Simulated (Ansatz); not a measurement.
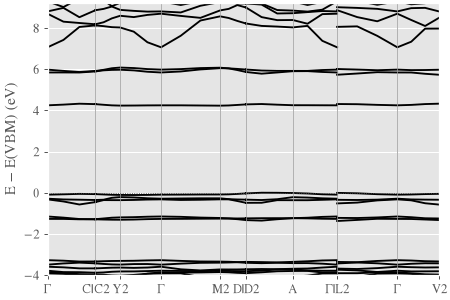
Figure: Band structure from HSE06 in the plane-wave PAW code Ansatz

The gap is 4.23 eV; an edge lies off the plotted path or next to a special point (maximum off the standard path, minimum at M2).

The material is Cs2WO2F4 in space group C2/m (No. 12; Cs on 4i, W on 2a, O on 4i, F on 8j).

The first step of the workflow began from a Materials Project structure, measured or hypothetical; the Crystallography Open Database copy checked does not list it. Whether it is the stable phase at ambient conditions was not checked. The HSE06 relaxation kept the symmetry of its start; its stability against distortions is not shown here. The run is not spin-polarised. The hybrid was solved on a coarse mesh, the path and, where they were found, the r²SCAN edge points; its band edges are the extreme levels among these. Spin–orbit coupling is left out wherever it is not named.

Potentials: the later of the program's two PAW sets.
